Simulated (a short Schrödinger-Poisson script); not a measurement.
Stack: MOS inversion layer, Si3N4 on p-type Si(100), at 400 K.

```tsv
layer	material	thickness (nm)	Na (cm⁻³)
1	Si3N4	2.2	-
2	Si	340	4e17
```

Constants are typed, rounded textbook-type inputs, not results; the design itself was drawn at random and stands for no fabricated device. Si3N4: permittivity 7.5, conduction-band edge (eV) 1.95, gap (eV) 5.1, electron mass (mₑ) 0.5. Si: permittivity 11.7, conduction-band edge (eV) 0, gap (eV) 1.124, Nv at 300 K (cm⁻³) 3.1e19.

Channel valleys (confinement mass, in-plane density-of-states mass, number): Δ2 0.916, 0.19, 2; Δ4 0.19, 0.417, 4. At the gate the conduction-band edge of layer 1 lies 2.43 eV − eVg above the Fermi level of the channel; the field vanishes at the back. Gaps are held at their typed values at every temperature. Mesh 0.03 nm at interfaces.

Solved with a short Schrödinger-Poisson script written for these runs: 1D Poisson equation in equilibrium, electrons quantum, Hartree (BenDaniel-Duke, 12 states a valley, the channel's in-plane mass for all, wave functions ending at the dielectric), parabolic valleys, classical holes, full ionisation, no traps, pinning or gate leakage.

Only gate voltages with over 1e8 electrons/cm² are shown.

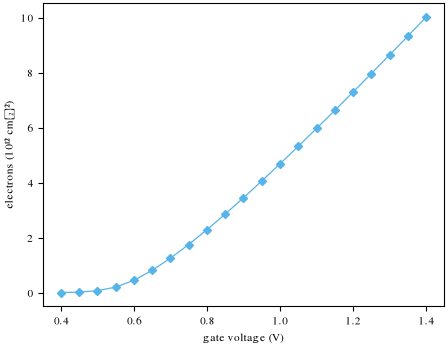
Figure: Sheet density against gate voltage

```
Vg (V)  electrons (cm⁻²)  C (μF/cm²)  Δ2 E0 (meV)  Δ2 E1 (meV)  Δ4 E0 (meV)  Δ4 E1 (meV)
------  ----------------  ----------  -----------  -----------  -----------  -----------
0.4               6.35e9       0.221        261.9        318.4        314.0        406.6
0.5              7.30e10       0.425        175.9        235.3        230.7        327.7
0.6              4.54e11        1.08        110.2        173.9        169.2        270.4
0.7              1.25e12        1.55         71.3        140.8        136.1        241.3
0.8              2.29e12        1.80         46.3        122.2        117.5        226.1
0.9              3.45e12        1.94         27.9        110.0        105.4        217.1
1                4.68e12        2.03         13.0        101.2         96.6        211.0
1.1              5.97e12        2.10          0.4         94.3         89.8        206.6
1.2              7.29e12        2.15        -10.8         88.7         84.2        203.2
1.3              8.64e12        2.19        -21.0         83.9         79.4        200.4
1.4              1.00e13        2.22        -30.5         79.6         75.2        198.1
```

Subbands count from the Fermi level.
